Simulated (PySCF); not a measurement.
Sn(CF3)2(F)2, C2F8Sn, SMILES F[C]([Sn]([F])([F])[C](F)(F)F)(F)F, singlet at its PBE0/def2-SVP optimised geometry (Å):

```
11

F      2.5840    -1.5418    -0.0771
C      2.1174    -0.2989     0.0000
F      2.5886     0.2569     1.1120
F      2.5688     0.3872    -1.0398
Sn    -0.0905    -0.2989     0.0000
F     -0.6542     1.5418     0.0000
F     -0.6464    -0.9785    -1.7131
C     -1.2984    -1.3379     1.5282
F     -1.0481    -2.6434     1.5171
F     -2.5886    -1.1525     1.2899
F     -1.0191    -0.8679     2.7405
```

Level of theory: PySCF with PBE0/def2-TZVP, def2 effective core potentials past Kr. The core electrons that the potentials of Sn replace are not part of the density. Cells within 0.4 Å of a nucleus heavier than hydrogen are left out (blank, or x).

Map of the deformation density (molecule minus spherical neutral atoms) (e/bohr³) on the plane z = 0.0 Å:

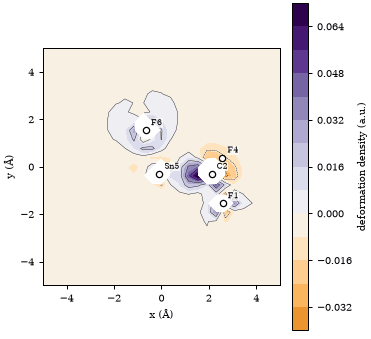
Fig. 1. Deformation density (molecule minus spherical neutral atoms) (e/bohr³) on the plane z = 0.0 Å.
